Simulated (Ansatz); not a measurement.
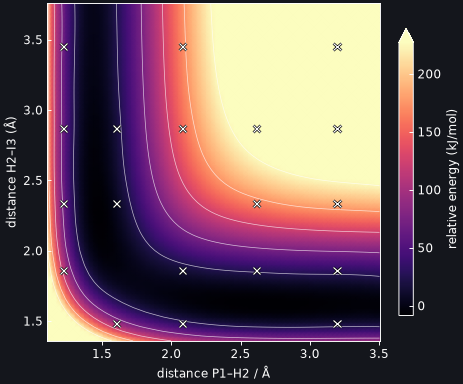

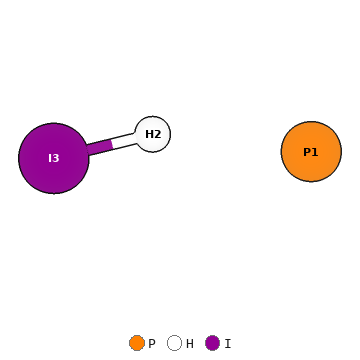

Energy landscape of the system P + HI, spin multiplicity 4. 
- Coordinates scanned: (1) distance P1–H2; (2) distance H2–I3.
- Nothing is relaxed (the angle P1–H2–I3 is fixed at 160 degrees).
- The grid has 11 × 11 points. At 19 points there is no value.
- Points are written as (first, second).
- Energies: kJ/mol, counted from P far from the relaxed HI (each part in its own basis).
- In part of the range the unrestricted reference is strongly spin-contaminated.
- The calculation used UKS CAM-B3LYP-D4/def2-SVPD in Ansatz 0.2.0.

Drawn: a smooth colour map with a few white contour lines, crosses at grid points without a value, one colour for all values above the top of the scale. Between grid points the surface is interpolated. The second picture is the structure at the lowest point.

**What does the map say about the system?**

The lowest grid point is at (2.614 Å, 1.656 Å), −8 kJ/mol from P far from the relaxed HI (each part in its own basis). A higher local minimum lies near (1.400 Å, 2.335 Å) (5 kJ/mol above the lowest at that grid point). The highest grid point, (1.104 Å, 1.360 Å), lies 681 kJ/mol above the lowest.

Each point was launched as `ansatz run input.yaml --threads 1 --pin off --max-ram 2560MiB --backend cpu --events-out ev --progress --plain --runs-dir out`. The whole map (102 points run) took 23 min on 1 thread of Intel(R) Xeon(R) Processor @ 2.70GHz, on a shared host.
